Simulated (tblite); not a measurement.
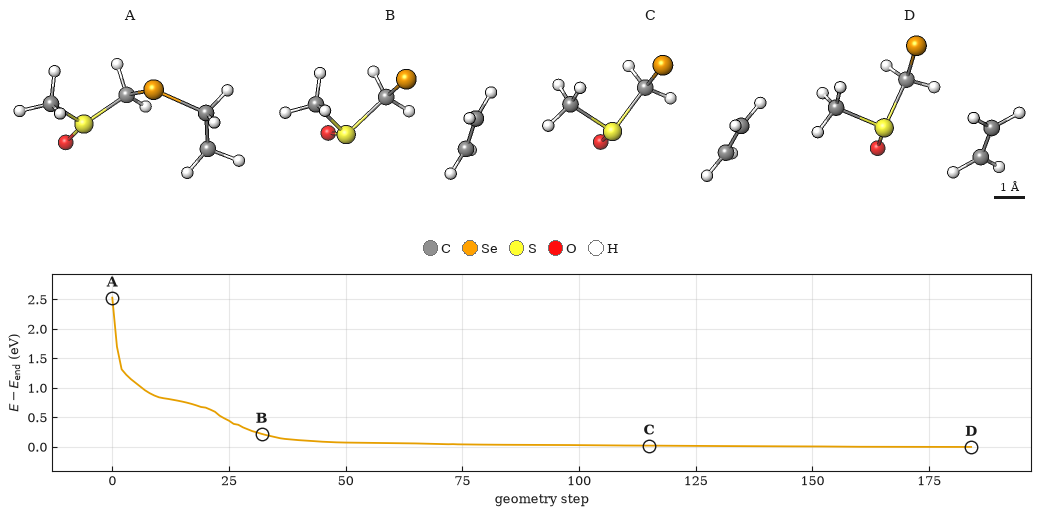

Frames of a relaxation of C$_{4}$H$_{9}$OSSe (multiplicity 2), marked on the history of the run. A ball-and-stick model, seen from a free direction.

These are results of tblite 0.8.0, GFN2-xTB geometry optimisation, gas phase, not measurements. 

> What happens along the run?

The largest move after the best rigid fit is that of the Se atom, 1.61 Å. Largest moves by element: Se 1.61 Å, H 1.29 Å, O 1.21 Å, S 0.90 Å, C 0.65 Å. Some distances before and after: C–Se 1.947 → 3.797 Å, C–Se 2.876 → 4.499 Å, C–C 1.501 → 1.317 Å, C–S 1.787 → 1.876 Å. Bonds break, among them: C–Se (1.95 → 3.80 Å). Bond angles that change, for instance: C–S–C 115.0° → 96.0°, C–C–H 106.9° → 121.8°, C–C–H 111.2° → 122.0°. Over 184 geometry steps the energy falls by 2.531 eV. Cost: 1.2 s on 1 thread of Arm Neoverse V2, with other jobs on the host. From step 0 to 32: an H atom moves most (1.38 Å), energy −2.310 eV. From step 32 to 115: an H atom moves most (1.07 Å), energy −0.199 eV. From step 115 to 184: an H atom moves most (0.85 Å), energy −0.023 eV.

| step | E − E(0), eV |
| --- | --- |
| 0 | 0.0000 |
| 1 | -0.8316 |
| 2 | -1.2151 |
| 3 | -1.3081 |
| 4 | -1.3827 |
| 5 | -1.4454 |
| 6 | -1.5077 |
| 7 | -1.5701 |
| 8 | -1.6195 |
| 9 | -1.6592 |
| 10 | -1.6898 |
| 19 | -1.8537 |
| 28 | -2.1996 |
| 37 | -2.3956 |
| 47 | -2.4499 |
| 56 | -2.4620 |
| 65 | -2.4719 |
| 74 | -2.4872 |
| 83 | -2.4946 |
| 92 | -2.4965 |
| 102 | -2.5027 |
| 111 | -2.5074 |
| 120 | -2.5121 |
| 129 | -2.5163 |
| 138 | -2.5192 |
| 147 | -2.5218 |
| 157 | -2.5272 |
| 166 | -2.5296 |
| 175 | -2.5308 |
| 184 | -2.5315 |
